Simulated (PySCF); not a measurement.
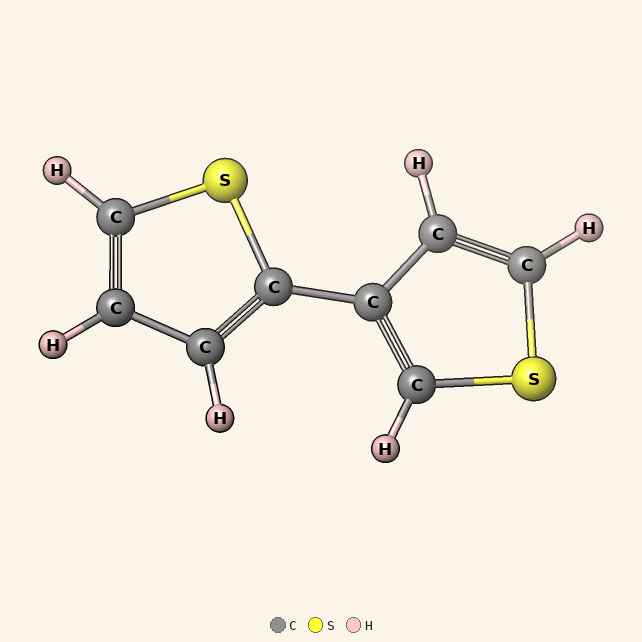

Orthographic view. Distant atoms are faded towards the background colour. Computed geometry: PBE0-D3(BJ)/def2-SVP optimisation. No frequency run is at hand to confirm it as a minimum.

### Give the standard InChI.

InChI=1S/C8H6S2/c1-2-8(10-4-1)7-3-5-9-6-7/h1-6H
